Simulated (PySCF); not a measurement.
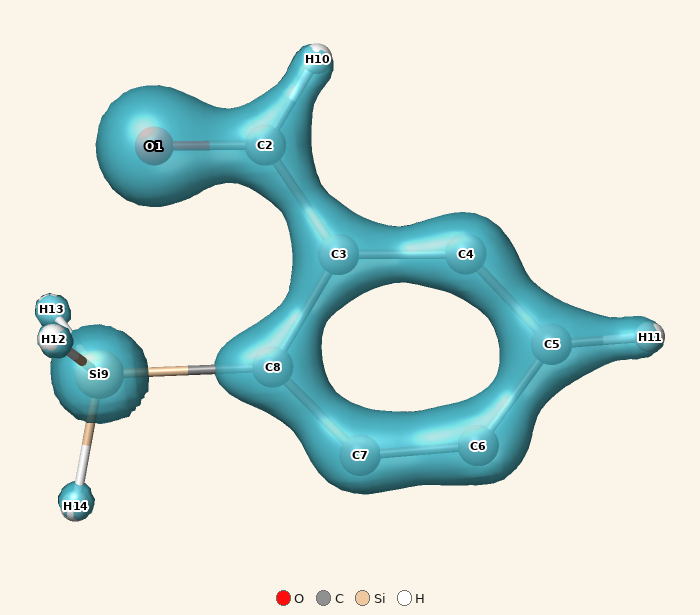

*C₇H₅OSi (doublet). Isosurface of the total electron density at 1.5 e/Å³ (cyan), seen across its widest extent.*

Geometry: GFN2-xTB; ⟨S²⟩ = 0.87, above the pure value of 0.75.

The calculation used PySCF 2.14.0, density-fitted response routines, UKS B3LYP, pcH-1 on C H O Si, non-relativistic, mean-field spin-orbit, GIAO.

```yaml
atoms:
  - { symbol: O, position_ang: [1.2996, 1.9773, -0.1165] }
  - { symbol: C, position_ang: [0.1003, 1.8381, -0.0184] }
  - { symbol: C, position_ang: [-0.5427, 0.5447, 0.0404] }
  - { symbol: C, position_ang: [-1.9141, 0.3802, 0.1543] }
  - { symbol: C, position_ang: [-2.7183, -0.7227, 0.2251] }
  - { symbol: C, position_ang: [-1.7918, -1.7293, 0.1537] }
  - { symbol: C, position_ang: [-0.5067, -1.6777, 0.0474] }
  - { symbol: C, position_ang: [0.3193, -0.5948, -0.0255] }
  - { symbol: Si, position_ang: [2.1977, -0.4415, -0.1803] }
  - { symbol: H, position_ang: [-0.5714, 2.7114, 0.0325] }
  - { symbol: H, position_ang: [-3.7858, -0.7720, 0.3125] }
  - { symbol: H, position_ang: [2.5406, 0.1660, -1.4599] }
  - { symbol: H, position_ang: [2.7410, 0.1709, 1.0252] }
  - { symbol: H, position_ang: [2.6316, -1.8511, -0.2127] }
```

### What does this surface tell about the bonding?

At this value the surface falls into five separate pieces. It bridges the sampled C–O (1.21 Å), C–C (1.29 Å) and C–H (1.07 Å) contacts, where the density stays above the isovalue. It is pinched off along the sampled C–Si (1.89 Å) contacts. On the grid the lowest density along these lines, outside the cores, is 2.8 e/Å³ (C–O, 1.21 Å), 2.5 e/Å³ (C–C, 1.29 Å), 0.77 e/Å³ (C–Si, 1.89 Å) and 2 e/Å³ (C–H, 1.07 Å).
